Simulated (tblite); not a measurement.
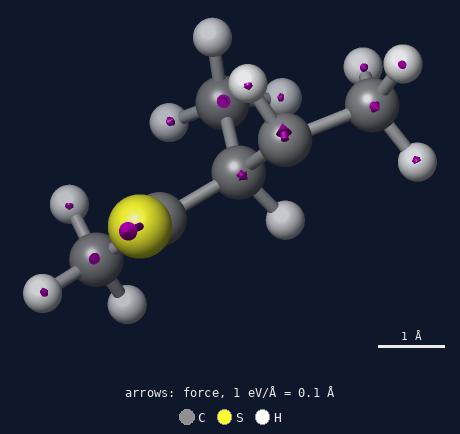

Starting geometry of C₆H₁₁S (multiplicity 2) with the computed forces as purple arrows. A ball-and-stick model, seen from a free direction.

Level of theory: tblite 0.8.0, GFN2-xTB geometry optimisation, gas phase. 

Is this structure relaxed? If not, where do the atoms go?

It isn't relaxed: the largest force vector, on the S atom, is 12.41 eV/Å. The final displacements have little in common with the starting forces (cosine between the two patterns 0.13). An H atom moves most after the best rigid fit: 1.18 Å. By element the largest moves are H 1.18 Å, C 0.70 Å, S 0.44 Å. Among the contacts that change: C–S 2.659 → 2.857 Å, C–S 1.454 → 1.628 Å, C–H 1.118 → 1.076 Å, C–C 1.469 → 1.510 Å. Among the angles between lasting bonds that change: C–C–C 106.8° → 123.4°, C–C–H 107.0° → 118.9°, C–C–H 109.2° → 117.6°. Groups turn about C–C by about 35°. The energy falls by 178.2 kJ/mol in 113 geometry steps. Cost: 0.61 s on 1 thread of Arm Neoverse V2, on a shared host.
